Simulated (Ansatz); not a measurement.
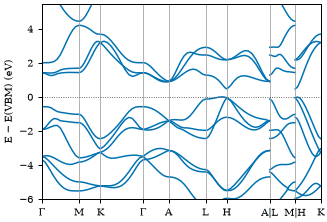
Fig. 1. Band structure from DFT-PBE+D3(BJ) in the program Ansatz with PAW potentials

Question: Read off the gap and where the band edges lie.

Answer: About 0.5 eV (0.47 eV by a search for the band edges); maximum on the L–H line, 77 % of the way from L, minimum at H.

The material is Se (trigonal Se type, P3_121).

The PBE+D3(BJ) relaxation kept the symmetry of its start. Spin–orbit coupling is left out wherever it is not named.

Potentials: the later of the program's two PAW sets.
